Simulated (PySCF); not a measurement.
# BHClO (SMILES O[B]Cl) at UM06-2X/STO-6G

What is the vertical doublet–quartet gap of BHClO at UM06-2X/STO-6G? 

The results are computed with PySCF 2.14.0.

6 further runs of the same task are left out: 6 set aside as unsound or not needed.

**1. The structure to begin with**

BHClO: 4 atoms, total charge 0, spin state doublet. SMILES: `O[B]Cl`. The shape is that of a PBE0-D4/def2-TZVP optimisation.

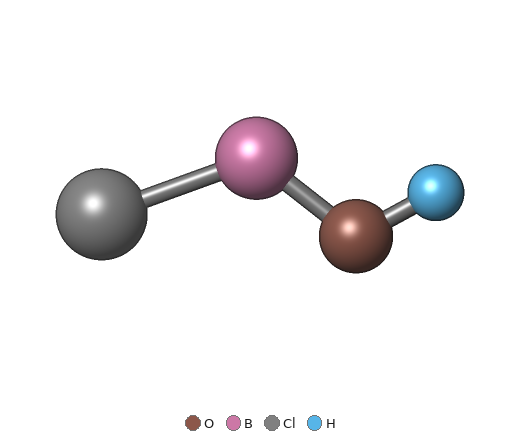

The structure, seen from a chosen angle (oxygen brown, boron pink, chlorine grey, hydrogen blue).

**2. The energy at UM06-2X/STO-6G**

Input file calc.py:

```python
# O[B]Cl
from pyscf import gto, dft

mol = gto.M(
    atom='''
O        0.545600       0.191100      -0.589300
B       -0.429900       0.065600       0.312600
Cl      -0.557200      -1.323200       1.352900
H        0.497000       1.006200      -1.096500
''',
    spin=1,
    max_memory=1860,
    basis='sto-6g',
    verbose=3,
)

ks = dft.UKS(mol, xc='m06-2x')
ks.grids.level = 5
ks.conv_tol = 1e-10
ks.kernel()
if not ks.converged:
    ks = ks.newton().run(ks.mo_coeff, ks.mo_occ)

e_tot = ks.e_tot
print('Final energy', e_tot)
```

On the command line:

```
$ OMP_NUM_THREADS=1 python calc.py
```

What it wrote:

```text
WARN: HOMO -0.0887910728900644 >= LUMO -0.0887910728900637

converged SCF energy = -558.832708600359  <S^2> = 0.75455829  2S+1 = 2.0045531
Final energy -558.8327086003594
```

It took 6.6 s on 1 thread of Intel Xeon Platinum 8488C (Sapphire Rapids), shared host; peak memory 0.21 GiB.

**3. The quartet, same level**

Input file calc.py:

```python
from pyscf import gto, dft

molecule = gto.M(
    atom='''
O      1.031035     0.361127    -1.113616
B     -0.812393     0.123966     0.590728
Cl    -1.052955    -2.500486     2.556610
H      0.939194     1.901442    -2.072085
''',
    spin=3,
    charge=0,
    unit='bohr',
    max_memory=1860,
    verbose=3,
    basis='sto-6g',
)

ks = dft.UKS(molecule, xc='m06-2x')
ks.conv_tol = 1e-10
ks.grids.level = 5
ks.kernel()
if not ks.converged:
    ks = ks.newton().run(ks.mo_coeff, ks.mo_occ)

e_final = ks.e_tot
print(f'total energy: {e_final:.8f} hartree')
```

On the command line:

```
$ OMP_NUM_THREADS=1 python calc.py
```

What it wrote:

```text
WARN: HOMO 0.0714467328131894 >= LUMO -0.435191572083036

WARN: HOMO 0.0161507198661407 >= LUMO -0.114669504160057

WARN: HOMO -0.0198079290576584 >= LUMO -0.157476293729908

WARN: HOMO -0.0268117151113316 >= LUMO -0.15060116570133

WARN: HOMO -0.0264098197427284 >= LUMO -0.150904120776508

WARN: HOMO -0.0269914314239014 >= LUMO -0.151665173303881

WARN: HOMO -0.0276294451732467 >= LUMO -0.15178746916192

WARN: HOMO -0.0276643034140827 >= LUMO -0.151891443334059

WARN: HOMO -0.0276995894766933 >= LUMO -0.151900600120419

WARN: HOMO -0.0277003027681078 >= LUMO -0.1518987000516

WARN: HOMO -0.0277004606644348 >= LUMO -0.151898571208649

WARN: HOMO -0.027700533393893 >= LUMO -0.151898758838505

converged SCF energy = -558.544092620543  <S^2> = 3.7522369  2S+1 = 4.0011183
total energy: -558.54409262 hartree
```

It took 11 s on 1 thread of Intel Xeon Platinum 8488C (Sapphire Rapids), shared host; peak memory 0.22 GiB.

**4. Summary of results**

Level: UM06-2X/STO-6G.

| quantity | value |
| --- | --- |
| doublet: total energy | -558.83271 Eh |
| doublet: dipole moment | 3.44 D |
| doublet: HOMO energy (highest over α and β) | -4.78 eV |
| doublet: LUMO energy (lowest over α and β) | 3.74 eV |
| doublet: ⟨S²⟩ | 0.755 |
| quartet: total energy | -558.54409 Eh |
| quartet: dipole moment | 3.68 D |
| quartet: HOMO energy (highest over α and β) | -0.75 eV |
| quartet: ⟨S²⟩ | 3.752 |
| vertical energy of the quartet above the doublet | 7.854 eV |

In words: At this shape the quartet lies 7.85 eV (758 kJ/mol) above the doublet. In a minimal basis such a difference can be off by several eV, whatever the method. Mulliken charges (doublet) run from -0.31 on O1 to +0.28 on B2.
